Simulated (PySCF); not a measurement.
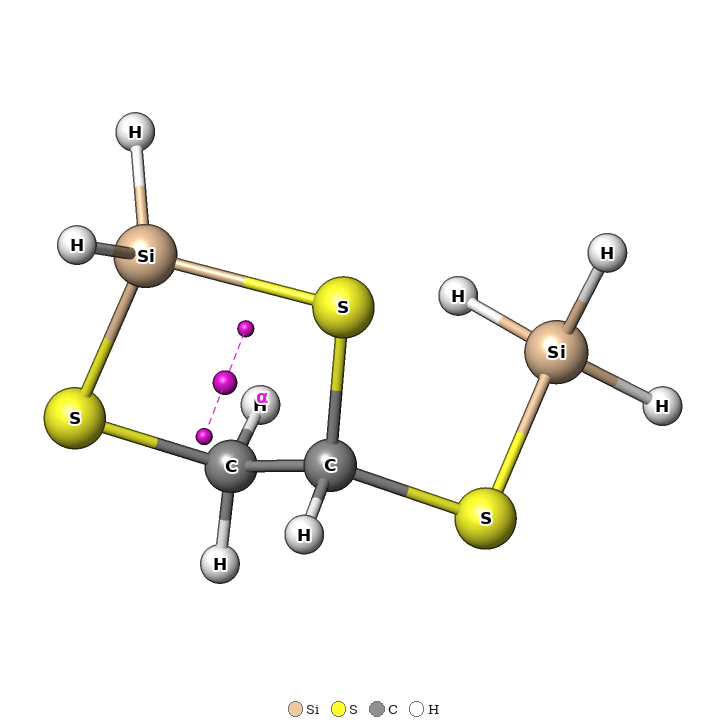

The small points mark where nucleus-independent chemical shifts (NICS) were computed: at the centre of each lettered ring and 1 Å above and below it. The geometry was computed by an optimisation with PBE0-D3(BJ)/def2-SVP. No frequency run is at hand to confirm it as a minimum. Properties computed with GIAO PBE0/pcSseg-1 NMR shielding, non-relativistic, IEF-PCM chloroform (PySCF 2.14.0).

Give NICS(0), NICS(1) and the out-of-plane component NICS(1)zz for each ring (means of the two sides).

| ring | members | NICS(0) | NICS(1) | NICS(1)zz |
| --- | --- | --- | --- | --- |
| α | C2S2Si | −9.5 | −5.2 | −2.7 |

Values in ppm.

What do the values say about the ring currents?

Ring α: weak, as in a non-aromatic ring. NICS is one index among several.
